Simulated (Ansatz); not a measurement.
## What a change does: single-point calculation on BSiNH$_{5}$F$_{3}$

System: BSiNH$_{5}$F$_{3}$, SMILES F[B-](F)(F)[NH2+][SiH3].
Method of run A: RKS PBE0-D4/def2-TZVPP (Ansatz 0.2.0).

The geometry comes from this level: PBE0-D4/def2-TZVP. Text and figures count atoms from 1; the logs count them from 0 in places.

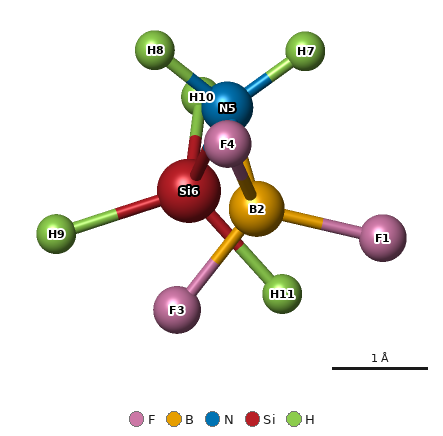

**Figure 1.** The structure as given in the input (ball-and-stick view, seen at an oblique angle; atoms are numbered from 1 in the order of the input).

**The input, run A**
```yaml
crystal:
  periodic: [false, false, false]
  atoms:
    - {symbol: F, position_ang: [-1.587373, -1.500868, 0.055003]}
    - {symbol: B, position_ang: [-0.221757, -1.445079, -0.019553]}
    - {symbol: F, position_ang: [0.392666, -1.381104, 1.212221]}
    - {symbol: F, position_ang: [0.333096, -2.365582, -0.863177]}
    - {symbol: N, position_ang: [0.099678, 0.046373, -0.711436]}
    - {symbol: Si, position_ang: [0.159359, 1.356711, 0.535825]}
    - {symbol: H, position_ang: [-0.619106, 0.208456, -1.412318]}
    - {symbol: H, position_ang: [0.982064, -0.036738, -1.210853]}
    - {symbol: H, position_ang: [1.466582, 1.249273, 1.208755]}
    - {symbol: H, position_ang: [0.059517, 2.642234, -0.199499]}
    - {symbol: H, position_ang: [-0.999326, 1.169222, 1.425433]}
basis:
  gaussian: {orbitals: def2-TZVPP}
hamiltonian: {xc: pbe0, dispersion: d4}
output: {orbitals: {seedname: orbitals}}
```

Launched with:
```bash
ansatz run in.yaml --threads 4 --pin off --events-out ev --progress --plain --max-ram 10444MiB
```

Hardware: 4 threads of Arm Neoverse V1, 23 GiB of memory available, shared host.

**Output (run A)**
```
Functional definition: PBE0
  parameter a = 0.25
  parameter kappa = 0.804
  parameter beta = 0.06672455060314922
  exchange = (1 - a)*pbe_x(kappa = kappa, mu = beta*pi^2/3) + a*exact_x
  correlation = pbe_c(beta = beta)
1378 factors; their error is unknown
mean field evaluation 1: about -18266.7889 eV, gradient 6.5e1 eV
mean field evaluation 2: about -18262.7502 eV, gradient 8.1e1 eV
mean field evaluation 4: about -18273.1216 eV, gradient 1.1e0 eV
mean field evaluation 8: about -18273.1748 eV, gradient 3.1e-2 eV
mean field -18273.17480780 eV, -671.5267881840 hartree, gradient 2.1e-5 eV, S^2 0.000000; 0 other end points of the search recorded, 0 dependent functions left out
reference -18273.17484369 eV, -671.5267895028 hartree; 29, 29 occupied and 238, 238 virtual orbitals, 1378 factors
Total energy: -18273.35934122 eV, -671.5335696619 hartree
```

The input of run B differs as follows (lines with − go, lines with + come):
```diff
-  gaussian: {orbitals: def2-TZVPP}
+  gaussian: {orbitals: def2-SVP}
```

What does this change do to the results?

The total energy of run B is 352.7 kcal/mol higher, which measures the change of basis and not a stability. The HOMO goes from −9.99 to −9.86 eV. The LUMO goes from −0.70 to −0.26 eV. The basis functions go from 267 to 113.

**Output (run B)**
```
Functional definition: PBE0
  parameter a = 0.25
  parameter kappa = 0.804
  parameter beta = 0.06672455060314922
  exchange = (1 - a)*pbe_x(kappa = kappa, mu = beta*pi^2/3) + a*exact_x
  correlation = pbe_c(beta = beta)
1256 factors; their error is unknown
mean field evaluation 1: about -18252.9588 eV, gradient 5.4e1 eV
mean field evaluation 2: about -18250.7439 eV, gradient 6.5e1 eV
mean field evaluation 4: about -18257.8148 eV, gradient 1.2e0 eV
mean field evaluation 8: about -18257.8782 eV, gradient 2.5e-2 eV
mean field -18257.87817807 eV, -670.9646474098 hartree, gradient 1.6e-5 eV, S^2 0.000000; 0 other end points of the search recorded, 0 dependent functions left out
reference -18257.87820401 eV, -670.9646483630 hartree; 29, 29 occupied and 84, 84 virtual orbitals, 1256 factors
Total energy: -18258.06270153 eV, -670.9714285220 hartree
```

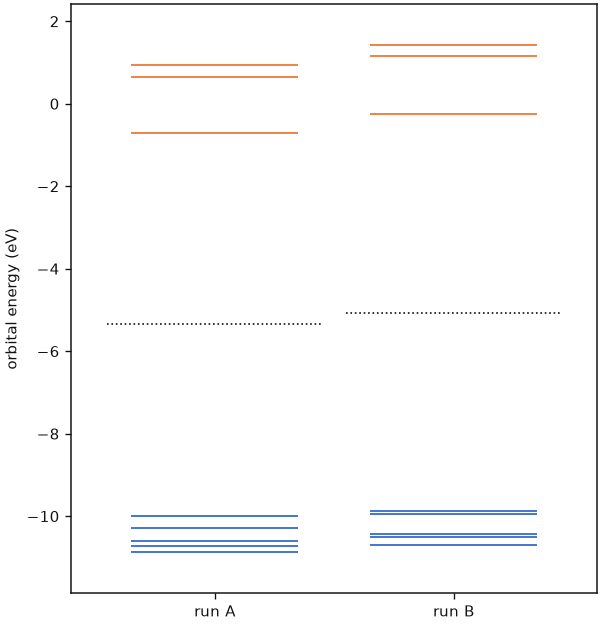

**Figure 2.** The five highest filled and three lowest empty orbital energies of the two runs; the dotted lines part filled from empty levels. The HOMO–LUMO gap is 9.30 eV in run A and 9.61 eV in run B.

**The two runs side by side**

| quantity | run A | run B |
| --- | --- | --- |
| outcome | converged | converged |
| total energy (hartree) | −671.533570 | −670.971429 |
| HOMO (eV) | −9.99 | −9.86 |
| LUMO (eV) | −0.70 | −0.26 |
| basis functions | 267 | 113 |
| wall time (shared host) | 4 s | 1.1 s |
